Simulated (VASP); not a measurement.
Band structure of TlBiSe$_{2}$ (space group R-3m). All values below come from PBEsol GGA, VASP's PBE PAW potentials (set 64) (plane waves; VASP).

Unless said otherwise, spin-orbit coupling is left out, though it shifts the bands of the heavy elements here.

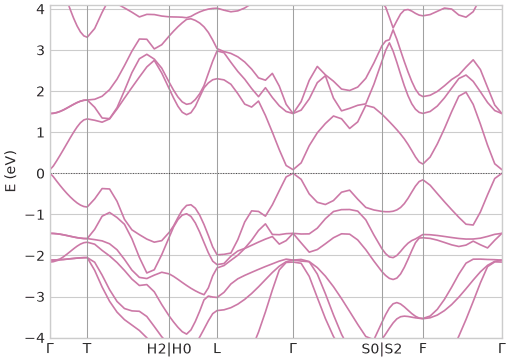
Figure. Bands along high-symmetry lines, zero at the valence-band maximum or, without a gap, the Fermi level

### Question
Read the plot: is there a gap, and where are the band edges?

### Answer
The gap is direct, 0.09 eV, from the valence maximum at Γ to the conduction minimum at Γ. (Edges off the drawn lines would not show.)

The structure comes from a computed database's TlBiSe2 entry (R-3m); how it stands against other phases isn't given here. It was relaxed first.
